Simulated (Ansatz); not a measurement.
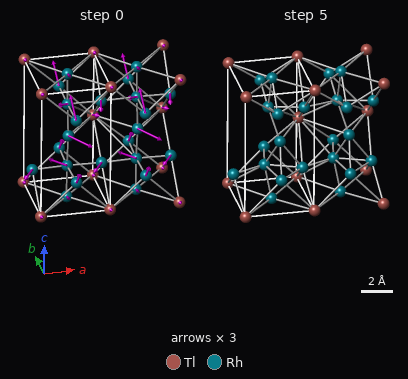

The structure of a crystal of TlRh4 (a generated structure, set up in P1) (coarse preliminary run) before (left) and after (right) a relaxation, at one scale. The purple arrows give the displacements (the part carried along by the change of the cell is left out), 3 times their true length.

The picture is a ball-and-stick view of the cell of the calculation, repeated 2 × 1 × 1 with one cell outlined, seen from a free direction.

These are results of DFT PBE, scalar-relativistic, plane waves, PAW (Ansatz), not measurements. (plane-wave cutoff 420 eV; k-point mesh 6 × 6 × 4; occupations gaussian; smearing width 0.2 eV; no spin polarisation; cell and atoms relaxed; force threshold 0.025 eV/Å; at most 60 steps)

Q: Summarise the run.

A: The run was cut off at its time limit before the relaxation converged, so the last structure is only a point on the way. The largest move relative to the cell is that of a Rh atom, 0.63 Å roughly along [1 −1 0]. By element the largest moves are Rh 0.63 Å, Tl 0.21 Å. Cell: a 4.613 → 4.588 Å (−0.5 %), b 4.810 → 4.731 Å (−1.6 %), c 9.267 → 9.092 Å (−1.9 %), α 91.6° → 91.7°, β 89.7° → 90.1°, γ 91.9° → 92.8°. Volume −4.1 %. Near-neighbour distances that change, for instance: Rh–Rh 3.190 → 2.378 Å, Rh–Rh 3.237 → 2.537 Å, Rh–Rh 3.225 → 2.571 Å, Rh–Tl 4.129 → 3.496 Å. New bonds form: Rh–Rh (3.18 → 2.65 Å), Rh–Rh (3.19 → 2.38 Å), Rh–Rh (3.22 → 2.57 Å), Rh–Rh (3.24 → 2.54 Å). Among the angles between lasting bonds that change: Rh–Rh–Rh 175.6° → 125.2°, Rh–Rh–Rh 177.7° → 136.2°, Rh–Rh–Rh 179.0° → 143.2°. The space group stays P1 (No. 1). Over 5 geometry steps the energy falls by 431 meV per atom. The largest force component goes from 2.4 to 1.8 eV/Å. Pressure: 3.91 GPa at the start and 0.37 GPa at the end.
